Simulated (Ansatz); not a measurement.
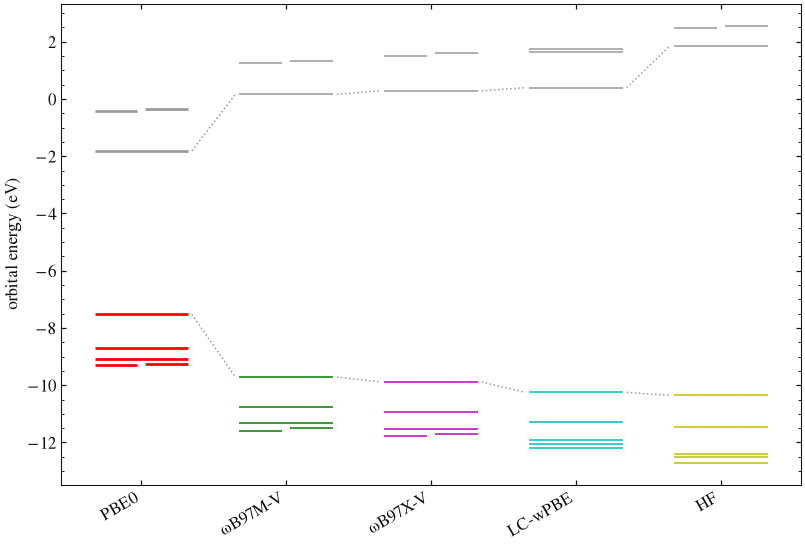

Frontier orbital energies of CH₄Cl₂SSn, SMILES C[S][SnH]([Cl])[Cl], singlet at one geometry, def2-TZVPP, the Ansatz code, at a PBE0-D4/def2-TZVP geometry (a minimum by its frequencies). Empty levels are grey, levels within 0.1 eV stand side by side; all columns show the same few orbitals around the gap. Dotted lines join the HOMOs and the LUMOs.

Question: How do the frontier levels move from column to column?

Answer: The separation grows from 5.72 eV (PBE0) to 12.22 eV (HF).

```csv
level,HOMO (eV),LUMO (eV),separation (eV)
PBE0,−7.52,−1.81,5.72
ωB97M-V,−9.71,0.16,9.88
ωB97X-V,−9.89,0.29,10.17
LC-wPBE,−10.25,0.40,10.65
HF,−10.35,1.86,12.22
```

Limits of at least one run: core potentials past krypton; empty levels above zero depend strongly on the basis; one conformer of a flexible molecule; spin-orbit coupling is left out, and with Sn it can shift these levels and split any degenerate set.
